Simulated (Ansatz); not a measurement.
## Nb (bcc, W type): scan of one atom of the cell

Nb (bcc, W type)

```yaml
crystal:
  lattice:
    - [-3.30961, 3.30961, 3.30961]
    - [1.65480, -1.65480, 1.65480]
    - [1.65480, 1.65480, -1.65480]
  atoms:
    - { symbol: Nb, position: [0.00000, 0.00000, 0.00000] }
    - { symbol: Nb, position: [0.50000, 0.00000, 0.00000] }
```

In each cell atom 2 (Nb, nearest neighbour Nb at 2.866 Å; its periodic images, 2.9 Å or more away, move with it) moves by s·(-0.577, -0.577, -0.577) (towards the nearest neighbour), the rest being held.

Calculation: PBE (plane waves to 420 eV, PAW, scalar-relativistic; Ansatz, a program for electronic structure). k mesh 8×16×16 (Γ-centred), Fermi-Dirac smearing 0.05 eV. E stands for the smeared free energy. Left out: 4 of 11 points, with atoms too close for the PAW data. With partly filled bands, energies and forces of such displacements shift with the k mesh and the smearing. On this mesh the relaxed cell isn't quite at rest: it carries a pressure of -0.1 GPa (compression positive) at the zero of the scan. Nb is run without spin polarisation. Nb was relaxed with its symmetry unable to fall. ΔE is measured from the undisplaced structure.

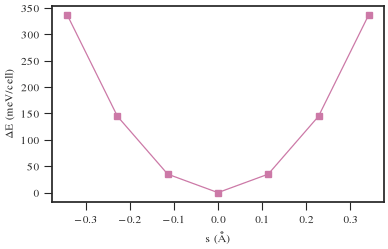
Fig. 1. ΔE (meV/cell) against s (Å); computed points joined by lines.

The energy at s = 0.342 Å is 337 meV/cell. The force along the line at s = -0.342 Å is 2.11 eV/Å. Shape of the curve: a single well with its minimum at or next to zero displacement. Harmonic estimate at the end of the scan: ½ks² = 318 meV/cell against the computed 337 meV/cell, so the well is stiffer than harmonic there. Symmetry of the curve: even: the same for both signs.

With its periodic images moving along, the atom's site symmetry in this cell is mmm.

(A displaced cell: forces are minus the slopes of the energy, force constants its curvatures, and phonons follow from these.)
